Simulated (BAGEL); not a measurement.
# UHF/STO-3G (density fitting with qzvpp-jkfit) run of CH4BO (SMILES [BH]OC)

Aim: the vertical ionisation energy of CH4BO at UHF/STO-3G (density fitting with qzvpp-jkfit), from 2 runs. 

The results are computed with BAGEL 1.2.2.

**1. Starting point**

The species is CH4BO (7 atoms), meant as a doublet with charge 0. As SMILES, `[BH]OC`. The shape is that of a PBE0-D4/def2-TZVP optimisation. This is one conformer, not always the lowest.

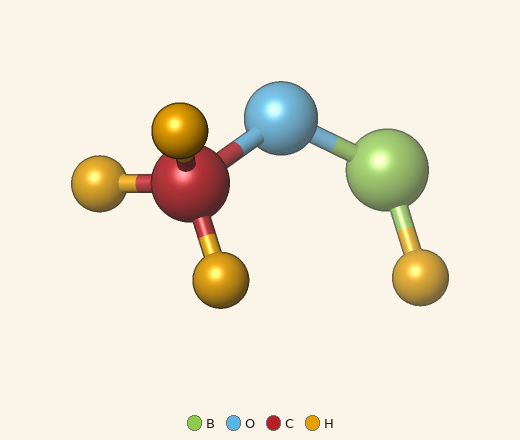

The structure, seen from a chosen angle (boron green, oxygen blue, carbon red, hydrogen amber).

**2. The energy at UHF/STO-3G (density fitting with qzvpp-jkfit)**

Input file hf.json:

```json
{ "bagel" : [

{
  "title" : "molecule",
  "basis" : "sto-3g",
  "df_basis" : "qzvpp-jkfit",
  "angstrom" : true,
  "geometry" : [
    { "atom" : "B", "xyz" : [   -1.319600,   -1.025700,   -0.172900 ] },
    { "atom" : "O", "xyz" : [   -0.272400,   -0.707100,    0.564500 ] },
    { "atom" : "C", "xyz" : [    0.642200,    0.338600,    0.243900 ] },
    { "atom" : "H", "xyz" : [   -1.628500,   -0.474200,   -1.201600 ] },
    { "atom" : "H", "xyz" : [    0.357800,    0.834000,   -0.687600 ] },
    { "atom" : "H", "xyz" : [    0.643000,    1.059300,    1.062300 ] },
    { "atom" : "H", "xyz" : [    1.638900,   -0.092800,    0.145600 ] }
  ]
},
{ "title" : "uhf", "charge" : 0, "nopen" : 1 },
{ "title" : "print", "file" : "orbitals.molden", "orbitals" : true }

]}
```

Run with:

```sh
BAGEL_NUM_THREADS=1 BAGEL hf.json > hf.out
```

Log:

```text
* using 1 threads per process

  ===============================================================
  ===============================================================

  *** Geometry ***

  { "atom" : "B", "xyz" : [     -2.493683,     -1.938292,     -0.326734 ] },
  { "atom" : "O", "xyz" : [     -0.514761,     -1.336225,      1.066750 ] },
  { "atom" : "C", "xyz" : [      1.213582,      0.639861,      0.460904 ] },
  { "atom" : "H", "xyz" : [     -3.077419,     -0.896108,     -2.270695 ] },
  { "atom" : "H", "xyz" : [      0.676144,      1.576032,     -1.299376 ] },
  { "atom" : "H", "xyz" : [      1.215094,      2.001787,      2.007456 ] },
  { "atom" : "H", "xyz" : [      3.097072,     -0.175367,      0.275144 ] },

  Number of auxiliary basis functions:      299

  Since a DF basis is specified, we compute 2- and 3-index integrals:
    o Being stored without compression. Storage requirement is 0.001 GB

  Number of basis functions:       19
  Number of electrons      :       23

    * METHOD: MOLECULE                             0.03

  *** Open-shell HF ***

  === Nuclear Repulsion ===
    64.6361821109

      * DIIS with orbital gradients will be used.

  === UHF iteration (sto-3g) ===
      0       -137.84045799          0.03993668           0.00
      1       -137.89518356          0.01397074           0.00
      2       -137.90296209          0.00571558           0.00
      3       -137.90434361          0.00202661           0.00
      4       -137.90497902          0.00040726           0.00
      5       -137.90508167          0.00016069           0.00
      6       -137.90512088          0.00005574           0.00
      7       -137.90513075          0.00002887           0.00
      8       -137.90513497          0.00001193           0.00
      9       -137.90513553          0.00000279           0.00
     10       -137.90513554          0.00000123           0.00
     11       -137.90513555          0.00000022           0.00
     12       -137.90513555          0.00000007           0.00
     13       -137.90513555          0.00000004           0.00
     14       -137.90513555          0.00000002           0.00
     15       -137.90513555          0.00000001           0.00
    * SCF iteration converged.

    * S^2 (UHF) is 0.7586

    * Permanent dipole moment:
           (   -0.358355,    -0.382077,     0.090884) a.u.

    * METHOD: UHF                                  0.06

    * METHOD: PRINT                                0.00

  ===============================================================
```

It took 0.28 s on 1 thread of AMD EPYC 9R45 (Zen 5), shared host.

**3. The singlet cation, same level**

Input file calc.json:

```json
{ "bagel" : [

{
  "title" : "molecule",
  "basis" : "sto-3g",
  "df_basis" : "qzvpp-jkfit",
  "angstrom" : true,
  "geometry" : [
    { "atom" : "B", "xyz" : [   -1.319600,   -1.025700,   -0.172900 ] },
    { "atom" : "O", "xyz" : [   -0.272400,   -0.707100,    0.564500 ] },
    { "atom" : "C", "xyz" : [    0.642200,    0.338600,    0.243900 ] },
    { "atom" : "H", "xyz" : [   -1.628500,   -0.474200,   -1.201600 ] },
    { "atom" : "H", "xyz" : [    0.357800,    0.834000,   -0.687600 ] },
    { "atom" : "H", "xyz" : [    0.643000,    1.059300,    1.062300 ] },
    { "atom" : "H", "xyz" : [    1.638900,   -0.092800,    0.145600 ] }
  ]
},
{ "title" : "hf", "charge" : 1 },
{ "title" : "print", "file" : "orbitals.molden", "orbitals" : true }

]}
```

Run with:

```sh
BAGEL_NUM_THREADS=1 BAGEL calc.json > calc.out
```

Log:

```text
* using 1 threads per process

  ===============================================================
  ===============================================================

  *** Geometry ***

  { "atom" : "B", "xyz" : [     -2.493683,     -1.938292,     -0.326734 ] },
  { "atom" : "O", "xyz" : [     -0.514761,     -1.336225,      1.066750 ] },
  { "atom" : "C", "xyz" : [      1.213582,      0.639861,      0.460904 ] },
  { "atom" : "H", "xyz" : [     -3.077419,     -0.896108,     -2.270695 ] },
  { "atom" : "H", "xyz" : [      0.676144,      1.576032,     -1.299376 ] },
  { "atom" : "H", "xyz" : [      1.215094,      2.001787,      2.007456 ] },
  { "atom" : "H", "xyz" : [      3.097072,     -0.175367,      0.275144 ] },

  Number of auxiliary basis functions:      299

  Since a DF basis is specified, we compute 2- and 3-index integrals:
    o Being stored without compression. Storage requirement is 0.001 GB

  Number of basis functions:       19
  Number of electrons      :       23

    * METHOD: MOLECULE                             0.03

  *** RHF ***

  === Nuclear Repulsion ===
    64.6361821109

      * DIIS with orbital gradients will be used.

  === RHF iteration (sto-3g) ===
      0       -137.60551766          0.02530775           0.00
      1       -137.67285824          0.01298295           0.00
      2       -137.68530922          0.00303862           0.00
      3       -137.68649875          0.00069672           0.00
      4       -137.68657699          0.00019926           0.00
      5       -137.68658612          0.00005543           0.00
      6       -137.68658693          0.00002035           0.00
      7       -137.68658706          0.00000557           0.00
      8       -137.68658707          0.00000221           0.00
      9       -137.68658707          0.00000102           0.00
     10       -137.68658707          0.00000021           0.00
     11       -137.68658707          0.00000005           0.00
     12       -137.68658707          0.00000002           0.00
     13       -137.68658707          0.00000001           0.00
    * SCF iteration converged.

    * Permanent dipole moment:
           (    1.202391,     0.582515,     0.574320) a.u.

    * METHOD: HF                                   0.04

    * METHOD: PRINT                                0.00

  ===============================================================
```

It took 0.26 s on 1 thread of AMD EPYC 9R45 (Zen 5), shared host.

**4. Summary of results**

Level: UHF/STO-3G (density fitting with qzvpp-jkfit).

| quantity | value |
| --- | --- |
| doublet CH4BO: total energy | -137.90514 Eh |
| doublet CH4BO: dipole moment | 1.35 D |
| doublet CH4BO: ⟨S²⟩ | 0.759 |
| singlet cation: total energy | -137.68659 Eh |
| singlet cation: HOMO energy | -18.88 eV |
| singlet cation: LUMO energy | -4.74 eV |
| singlet cation: HOMO–LUMO gap | 14.15 eV |
| vertical ionisation energy (to the singlet cation) | 5.947 eV |

In words: The vertical ionisation energy comes to 5.95 eV (137 kcal/mol). In a minimal basis such a difference can be off by several eV, whatever the method.
